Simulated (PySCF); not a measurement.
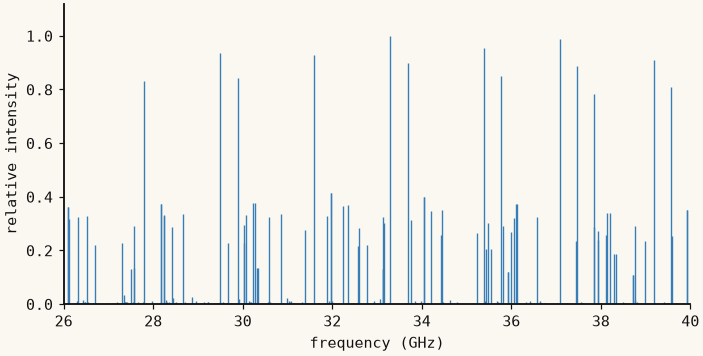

Simulated rotational absorption lines between 26 and 40 GHz at 5 K: rigid rotor with the equilibrium constants and dipole of one optimised conformer (PBE0-D3(BJ)/def2-SVP, PySCF), commonest isotopes; no centrifugal distortion, hyperfine structure, internal rotation or nuclear-spin weights; lines within 1 MHz of each other are summed.

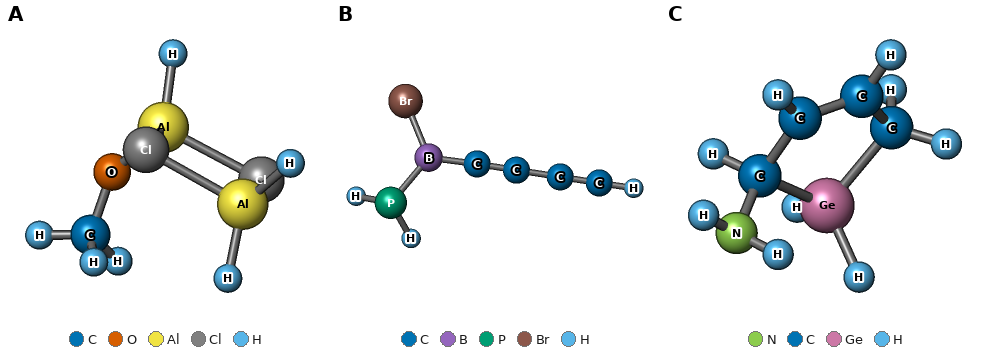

Which molecule gives this spectrum? The candidates are drawn in the second picture.

Structure A, CH₆Al₂Cl₂O, SMILES C[O][AlH-]1[Cl+][AlH2-][Cl+]1, singlet. Rotational constants A, B, C = 1.897, 1.152, 0.9273 GHz, |μa|, |μb|, |μc| = 0.14, 0.00, 0.92 D.

Known limits of this run: coarse grid, loose stop and no frequency check, small forces are noise and the end may be a saddle.
